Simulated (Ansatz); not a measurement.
# PBE/6-31G(d) (spherical functions) run of AlSiNH6O (SMILES O[SiH2][NH][AlH2])

Aim: the energy change on altering one bond length of AlSiNH6O at PBE/6-31G* (spherical functions), from 2 runs. 

The results are computed with Ansatz 0.2.0.

130 further runs of the same task are left out: 130 set aside as unsound or not needed. Runs told in other sessions of the task aren't counted.

### Step 1. The molecule

AlSiNH6O: 10 atoms, total charge 0, spin state singlet. SMILES: `O[SiH2][NH][AlH2]`. The coordinates come from a PBE0-D4/def2-TZVP relaxation. This is one conformer, not always the lowest.

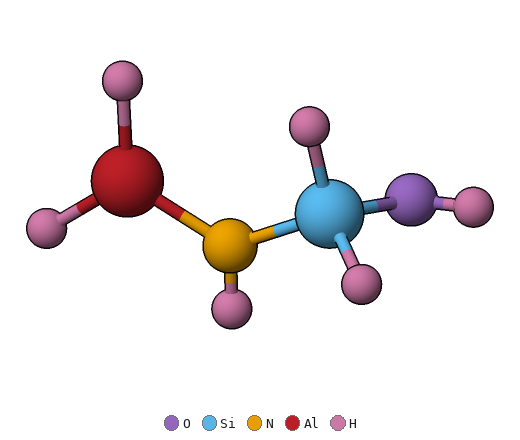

The structure, seen from a chosen angle (oxygen purple, silicon blue, nitrogen amber, aluminium red, hydrogen pink).

### Step 2. A single-point energy at PBE/6-31G(d) (spherical functions)

The input, job.yaml:

```yaml
crystal:
  periodic: [false, false, false]
  atoms:
    - {symbol: O, position_ang: [-1.817400, -0.693800, -1.056500]}
    - {symbol: Si, position_ang: [-0.576600, 0.373900, -0.851600]}
    - {symbol: N, position_ang: [0.693300, -0.382300, 0.009600]}
    - {symbol: Al, position_ang: [1.233300, -0.094800, 1.686300]}
    - {symbol: H, position_ang: [-2.399800, -0.547900, -1.803100]}
    - {symbol: H, position_ang: [-1.000200, 1.543800, -0.039500]}
    - {symbol: H, position_ang: [-0.142800, 0.831300, -2.203200]}
    - {symbol: H, position_ang: [1.159400, -1.127800, -0.493000]}
    - {symbol: H, position_ang: [0.508400, 1.030600, 2.525200]}
    - {symbol: H, position_ang: [2.425400, -0.984200, 2.228700]}
basis:
  gaussian:
    orbitals: 6-31G_st_-spherical.json
accuracy: high
hamiltonian:
  xc: {name: PBE}
output: {orbitals: {seedname: orbitals}}
```

The basis set 6-31G* is read from a file made from the Basis Set Exchange's data (not shown).

Launch:

```console
$ ansatz run job.yaml --threads 1 --pin off --max-ram 3480MiB --events-out events.jsonl --progress --plain --runs-dir runs
```

The program printed:

```text
Warning: RAYON_NUM_THREADS=1 ignored (pool sized by the plan → 1); use --threads N
Functional definition: PBE
  name "PBE"
  parameter kappa = 0.804
  parameter beta = 0.06672455060314922
  exchange = pbe_x(kappa = kappa, mu = beta*pi^2/3)
  correlation = pbe_c(beta = beta)
1750 factors; integrals over basis functions are off by at most 4.4e-9 eV
mean field evaluation 1: about -18084.3100 eV, gradient 8.3e1 eV
mean field evaluation 2: about -18015.1886 eV, gradient 1.7e2 eV
mean field evaluation 4: about -18097.7270 eV, gradient 9.6e0 eV
mean field evaluation 8: about -18097.9664 eV, gradient 7.8e-1 eV
mean field evaluation 16: about -18097.9680 eV, gradient 6.4e-5 eV
mean field -18097.96797676 eV, -665.0880559027 hartree, gradient 2.7e-8 eV, S^2 0.000000; 0 other end points of the search recorded, 0 dependent functions left out
reference -18097.96798152 eV, -665.0880560774 hartree; 24, 24 occupied and 52, 52 virtual orbitals, 1750 factors
Total energy: -18097.96798152 eV, -665.0880560774 hartree
```

Wall time 5.7 s (1 thread of Arm Neoverse V2, shared host); peak memory 0.2 GiB.

### Step 3. The distorted shape at the same level

The input, molecule.yaml:

```yaml
crystal:
  periodic: [false, false, false]
  atoms:
    - symbol: O
      position_ang: [-1.957252, -0.470114, -0.905696]
    - symbol: Si
      position_ang: [-0.716452, 0.597586, -0.700796]
    - symbol: N
      position_ang: [0.553448, -0.158614, 0.160404]
    - symbol: Al
      position_ang: [1.093448, 0.128886, 1.837104]
    - symbol: H
      position_ang: [-2.539652, -0.324214, -1.652296]
    - symbol: H
      position_ang: [-1.140052, 1.767486, 0.111304]
    - symbol: H
      position_ang: [-0.282652, 1.054986, -2.052396]
    - symbol: H
      position_ang: [1.159400, -1.127800, -0.493000]
    - symbol: H
      position_ang: [0.368548, 1.254286, 2.676004]
    - symbol: H
      position_ang: [2.285548, -0.760514, 2.379504]
basis:
  gaussian:
    orbitals: 6-31G_st_-spherical.json
hamiltonian:
  xc: {name: PBE}
accuracy: high
output: {orbitals: {seedname: orbitals}}
```

The basis set 6-31G* is read from a file made from the Basis Set Exchange's data (not shown).

Launch:

```console
$ ansatz run molecule.yaml --threads 1 --pin off --max-ram 3480MiB --events-out events.jsonl --progress --plain --runs-dir runs
```

The program printed:

```text
Warning: RAYON_NUM_THREADS=1 ignored (pool sized by the plan → 1); use --threads N
[... 6 set-up lines as earlier in the session ...]
1753 factors; integrals over basis functions are off by at most 5.2e-9 eV
mean field evaluation 1: about -18082.8958 eV, gradient 8.3e1 eV
mean field evaluation 2: about -18006.4749 eV, gradient 1.7e2 eV
mean field evaluation 4: about -18096.4566 eV, gradient 1.5e1 eV
mean field evaluation 8: about -18096.9795 eV, gradient 8.3e-1 eV
mean field evaluation 16: about -18096.9818 eV, gradient 5.3e-5 eV
mean field -18096.98178225 eV, -665.0518139228 hartree, gradient 7.7e-9 eV, S^2 0.000000; 0 other end points of the search recorded, 0 dependent functions left out
reference -18096.98178698 eV, -665.0518140966 hartree; 24, 24 occupied and 52, 52 virtual orbitals, 1753 factors
Total energy: -18096.98178698 eV, -665.0518140966 hartree
```

Wall time 5.7 s (1 thread of Arm Neoverse V2, shared host); peak memory 0.2 GiB.

### Step 4. Results

Level: PBE/6-31G* (spherical functions).

| quantity | value |
| --- | --- |
| first shape: total energy | -665.08806 Eh |
| first shape: HOMO energy | -6.44 eV |
| first shape: LUMO energy | -1.53 eV |
| first shape: HOMO–LUMO gap | 4.91 eV |
| distorted shape: total energy | -665.05181 Eh |
| distorted shape: HOMO energy | -6.37 eV |
| distorted shape: LUMO energy | -1.50 eV |
| distorted shape: HOMO–LUMO gap | 4.87 eV |
| energy change with the N3–H8 bond stretched from 1.013 to 1.317 Å | 0.986 eV |

With the N3–H8 bond stretched from 1.013 to 1.317 Å the energy rises by 0.99 eV (22.7 kcal/mol). The first shape isn't relaxed at this level, so the change isn't measured from a minimum.
